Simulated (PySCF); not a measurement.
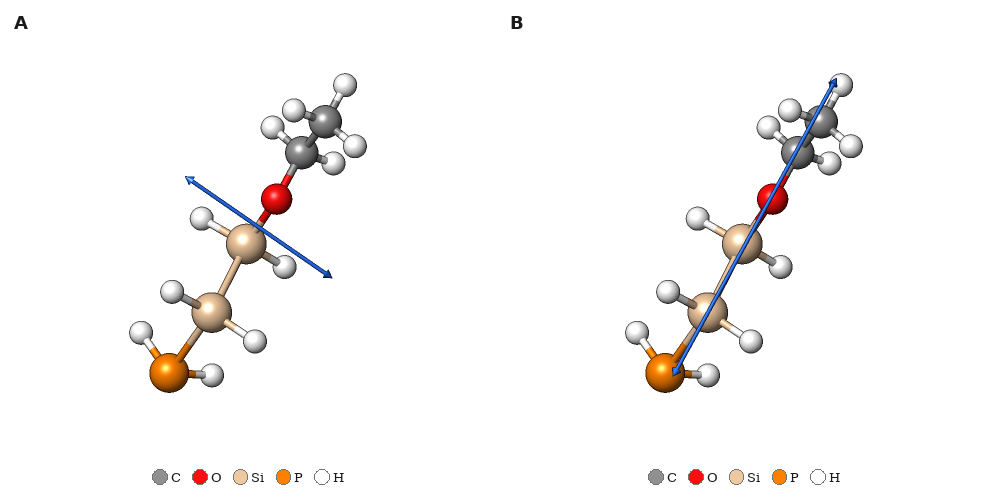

The double arrows show the directions of two transition dipoles from the ground state (lengths mean nothing). The computed structure is the end point of a PBE0-D3(BJ)/def2-SVP optimisation. No frequency run is at hand to confirm it as a minimum. Level of theory: TDDFT CAM-B3LYP/def2-SVPD, vertical, gas phase, core orbitals frozen in the response (PySCF 2.14.0).

**One belongs to singlet state 2 and one to singlet state 9. Which is which?**

A: state 2, 6.49 eV (191 nm), oscillator strength 0.016, mainly HOMO → LUMO+4 (weight 0.83).
B: state 9, 7.79 eV (159 nm), oscillator strength 0.20, of mixed character, with the largest part HOMO → LUMO+7 (weight 0.46).
